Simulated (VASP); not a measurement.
Band structure of AgCl (space group Cmcm). Calculation: r2SCAN meta-GGA, VASP's PBE PAW potentials (set 64) (plane waves; VASP 6.6.1).

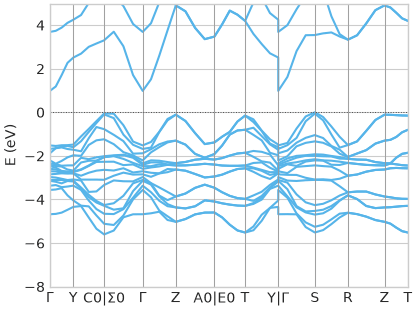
Figure. Bands along high-symmetry lines, zero at the valence-band maximum or, without a gap, the Fermi level

Q: Read the plot: is there a gap, and where are the band edges?

A: The gap is indirect, 0.98 eV, from the valence maximum at S to the conduction minimum at Γ.

The structure comes from a computed database's AgCl entry (Cmcm); how it stands against other phases isn't given here. It was relaxed first.
